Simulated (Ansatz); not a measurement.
Three curves of one kind of scan: energy against volume (even scaling of the relaxed cell, symmetry kept). Computed with r2SCAN (plane waves to 500 eV, PAW, scalar-relativistic; Ansatz, a first-principles code). Each is measured from its own zero (the relaxed starting cell). 

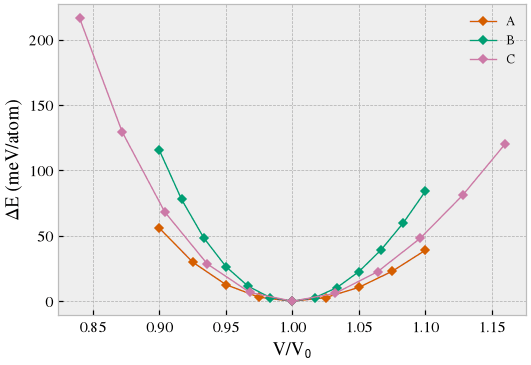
Figure: Curves A, B and C.

Question: Match the curves to these crystals:
- Nb (bcc, W type), a = 3.303 Å, b = 3.303 Å, c = 3.303 Å, α = 90.00°, β = 90.00°, γ = 90.00°
- NiO (rock salt), a = b = c = 4.1906 Å, α = β = γ = 90.00°
- ZnSe (zinc blende), a = b = c = 5.666 Å, α = β = γ = 90.00°

Answer: A is ZnSe; B is Nb; C is NiO.

All were relaxed with their symmetry unable to fall. Nb is run without spin polarisation. NiO is run spin-polarised and with no Hubbard U; the real compound is an antiferromagnetic insulator, a state that this run doesn't describe. Relaxed NiO ends ferromagnetic. The PAW data are Ansatz's earlier set. Other magnetic orders were not checked, so this need not be the ground state. (This holds for the magnetic or f-shell members.)

(A scan under strain: stresses follow from slopes of the energy per volume, elastic moduli from its curvatures.)
